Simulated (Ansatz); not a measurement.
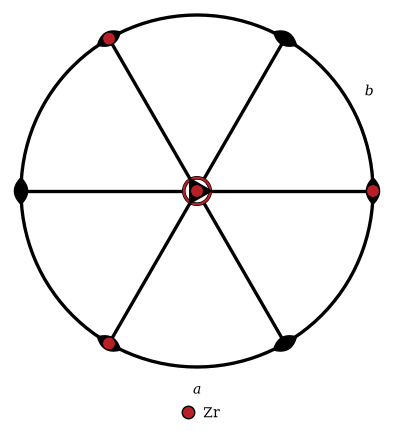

For ZrSeBr, the end point of a relaxation with DFT PBE, scalar-relativistic, plane waves, PAW (Ansatz); the starting structure was generated, so it need not be a known form of this composition: directions from one selenium atom at (1/3, 2/3, 1/4) to its bonded neighbours, in stereographic projection down c (filled: above the plane of the page or in it, open: below). Symmetry computed with spglib at a tolerance of 0.002 Å; standard conventional cell.

Neighbours are counted up to 3.60 Å for Zr; other elements are left out. The symmetry elements of the site are drawn in: heavy lines are mirror planes (a heavy rim: a mirror in the plane of the page); lens, triangle, square and hexagon are 2-, 3-, 4- and 6-fold axes, a lens in an open square is −4, a triangle in an open hexagon −6; thin dashed diameters join the ends of axes that lie in the page; a small open circle marks inversion.

```
Zr Se Br
1.0
     4.89349    0.00000    0.00000
    -2.44675    4.23789    0.00000
     0.00000    0.00000    6.24031
Zr Se Br
2 2 2
Cartesian
  0.0000 2.8253 4.6802
  2.4467 1.4126 1.5601
  0.0000 2.8253 1.5601
  2.4467 1.4126 4.6802
  0.0000 0.0000 0.0000
  0.0000 0.0000 3.1202
```

### How many neighbours are there, and at what angles?

5: 3 Zr at 2.83 Å, 2 Zr at 3.12 Å. Angles between bonds: 90° (6×), 120° (3×), 180° (1×).

### What is the site's symmetry in the crystal?

Point group -6m2 (D3h), order 12: one −6 axis, three twofold axes, four mirror planes. In No. 194, P6₃/mmc this is Wyckoff position 2c.
